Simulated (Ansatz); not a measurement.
# Fields on a plane of CdTe (zinc blende)

```
CELL_PARAMETERS angstrom
      0.00000     3.27903     3.27903
      3.27903     0.00000     3.27903
      3.27903     3.27903     0.00000
ATOMIC_POSITIONS crystal
  Te 0.75000 0.75000 0.75000
  Cd 0.00000 0.00000 0.00000
```

The slice is a {111} plane (indices of the conventional cell) through the point (0.750, 0.750, 0.750) (fractional), spanned by u = [100] and v = [-1 2 0] in vectors of this cell: u (4.64 Å) and v (8.03 Å, at 90° to u). It covers one period; positions are fractions (u, v).

Atoms on it: Te at (0.00, 0.00); Te at (0.50, 0.50). Other atoms lie within 1 Å of the plane.

Level of theory: r2SCAN (plane waves to 500 eV, PAW, scalar-relativistic; Ansatz, a first-principles code). k mesh 9×9×9. Inside the PAW spheres the values are not all-electron values, and peaks at nuclei hang on which shells count as valence. CdTe was relaxed with its symmetry unable to fall. Spin-orbit coupling is left out, though Te is heavy. The PAW data are Ansatz's earlier set.

```
|xxxx225577998844110011448899775522xx|
|112244668899773311001133779988664422|
|445566889988662200000022668899886655|
|888888999977441100000011447799998888|
|999999997744220000000000224477999999|
|777766554422000000000000002244556677|
|222222222211000000000000001122222222|
|222222111111111111221111111111112222|
|332222111122334455555544332211112222|
|333322222233667788888877663322222233|
|443322223366999999999999996633222233|
|333322224488998877777788998844222233|
|222222337799886655445566889977332222|
|222222559999774422112244779999552222|
|1122337799885522xxxxxx22558899773322|
|1111448899775511xxxxxx11557799884411|
|0011448899775522xxxxxx22557799884411|
|001133779988664422112244668899773311|
|000022668899886655445566889988662200|
|000011447799998888888888999977441100|
|000000224477999999999999997744220000|
|000000002244556677777766554422000000|
|000000001122222222222222222211000000|
|221111111111112222222222111111111111|
|555544332211112222332222111122334455|
|888877663322222233333322222233667788|
|999999996633222233443322223366999999|
|777788998844222233333322224488998877|
|445566889977332222222222337799886655|
|112244779999552222222222559999774422|
|xxxx225588997733221122337799885522xx|
|xxxx115577998844111111448899775511xx|
```
Scale: ten equal steps from 0.01 (start of '0') to 0.70 (end of '9'), in the order '0123456789'. Values: electron localisation function (ELF). The map has 18 points along u (two characters each, u = 0 at the left) and 32 along v (v = 0 in the bottom row). Points within 0.5 Å of a nucleus are blanked (x), as the pseudised field means little there.

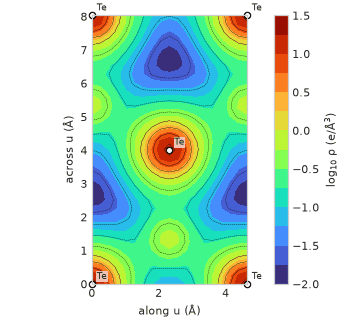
Log₁₀ of the valence density in e/Å³, one period of the plane, atoms marked. The scale is logarithmic, as a density can span decades between atoms and voids.
